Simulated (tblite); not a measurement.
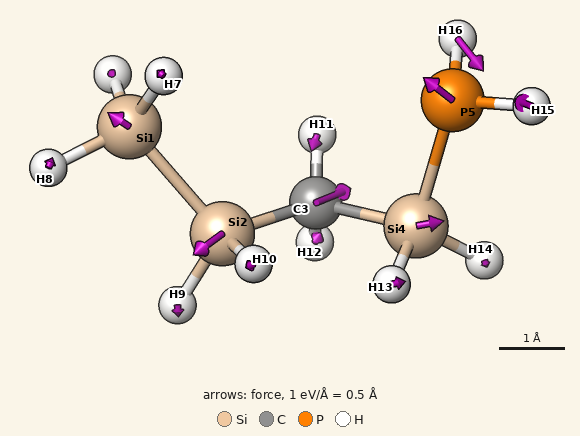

Starting geometry of CH$_{11}$PSi$_{3}$ with the computed forces as purple arrows. The picture is a ball-and-stick view, seen at a tilt.

All numbers below come from GFN2-xTB geometry optimisation, gas phase (tblite). 

Is this structure relaxed? If not, where do the atoms go?

Answer. It isn't relaxed: the largest force vector, on the C atom, is 1.97 eV/Å. The final displacements have little in common with the starting forces (cosine between the two patterns 0.17). An H atom moves most after the best rigid fit: 1.02 Å. Largest moves by element: H 1.02 Å, P 0.86 Å, C 0.48 Å, Si 0.48 Å. Some distances before and after: C–Si 1.831 → 1.915 Å, Si–Si 2.233 → 2.311 Å, H–P 1.458 → 1.384 Å, H–P 1.440 → 1.381 Å. Among the angles between lasting bonds that change: H–P–H 112.9° → 92.2°, Si–P–H 112.1° → 94.4°, Si–P–H 106.0° → 95.7°. Groups turn about C–Si by about 45°, C–Si by about 40°. The energy falls by 1.004 eV in 152 geometry steps.
